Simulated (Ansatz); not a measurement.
The calculation's input:

```
crystal:
  periodic: [false, false, false]
  atoms:
    - symbol: Ge
      position_ang: [-2.476012, 1.904164, -2.298372]
    - symbol: Ge
      position_ang: [-0.982721, 0.880375, -0.893761]
    - symbol: H
      position_ang: [0.195576, 1.588308, -0.198717]
    - symbol: H
      position_ang: [-1.017061, -0.611808, -0.513152]
basis:
  gaussian:
    orbitals: def2-TZVPD
hamiltonian:
  xc: pbe0
output: {forces: true, orbitals: {seedname: orbitals}}
```

Command:

```sh
ansatz run input.yaml --threads 1 --pin off --max-ram 2610MiB --events-out events.jsonl --progress --plain --runs-dir runs
```

Geometry: PBE0-D3(BJ)/def2-SVP.

Theory: isolated molecule in a Gaussian basis; Kohn-Sham density functional theory, functional PBE0 in Ansatz 0.2.0.

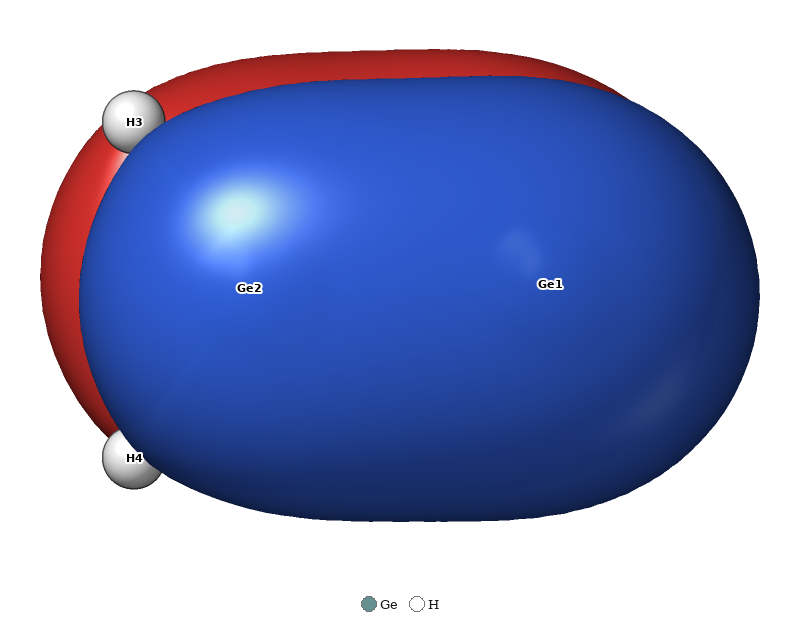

Ge2H2 (SMILES [Ge]=[GeH2]). The HOMO at ±0.06 Å⁻³ᐟ² (red and blue are the two phases), seen at a tilt.

Question: What is the character of this orbital?

Answer: Its weight (Hirshfeld) is mainly on Ge1 (about 50 %) and Ge2 (about 45 %); it changes sign across the molecular plane (π type); π-bonding across Ge1–Ge2. Its energy is −5.64 eV.
